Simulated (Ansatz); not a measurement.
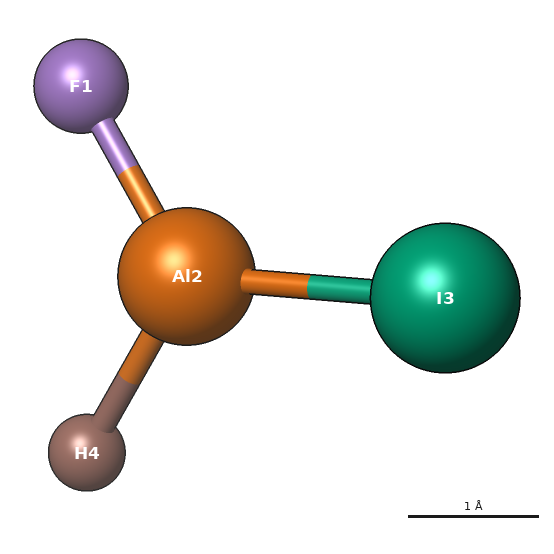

(Drawn from a calculation with Ansatz.)

Geometry: atoms displaced at random (about 0.12 Å) from a stationary point of PBE0-D4.

Give the bond lengths.

| bond | length (Å) |
| --- | --- |
| F1–Al2 | 1.746 |
| Al2–I3 | 2.259 |
| Al2–H4 | 1.787 |
